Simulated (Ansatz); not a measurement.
Molecule (SMILES): [SiH3] (SiH3), doublet.
Atoms: Si1, H2, H3, H4. Bonds: Si1-H2, Si1-H3, Si1-H4.

Basis-set convergence of the lowest harmonic wavenumber at PBE0 with Ansatz (a quantum-chemistry and plane-wave program). Each level at its own minimum, finite differences of forces, unscaled; the reference is a large set that could be run, not a limit. Cartesian d functions, on some or all atoms, in 6-31G*, 6-31+G*, 6-311G**, 6-311+G**; all else is spherical. The program fits the integrals of some runs and decomposes those of others, by size. Open shells are unrestricted. No added dispersion term, no relativity. Reference: the value in aug-pcseg-2, 743 cm⁻¹, itself unsure by roughly 2 cm⁻¹ (its mean distance from aug-cc-pV(T+d)Z, def2-TZVPPD). Deviations are taken from unrounded values.

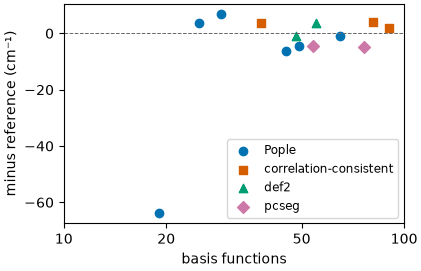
Figure. Deviation from the reference against the number of basis functions, by family of sets.

| basis | functions | lowest harmonic wavenumber (cm⁻¹) | minus reference (cm⁻¹) |
|---|---|---|---|
| 6-31G | 19 | 680 | -64 |
| 6-31G* | 25 | 747 | 4 |
| 6-31+G* | 29 | 750 | 7 |
| cc-pV(D+d)Z | 38 | 747 | 4 |
| 6-311G** | 45 | 737 | -6 |
| def2-SVPD | 48 | 742 | -1 |
| 6-311+G** | 49 | 739 | -4 |
| aug-pcseg-1 | 54 | 739 | -4 |
| def2-TZVP | 55 | 747 | 4 |
| 6-311++G(2d,2p) | 65 | 742 | -1 |
| pcseg-2 | 76 | 739 | -5 |
| cc-pV(T+d)Z | 81 | 747 | 4 |
| jun-cc-pV(T+d)Z | 90 | 745 | 2 |
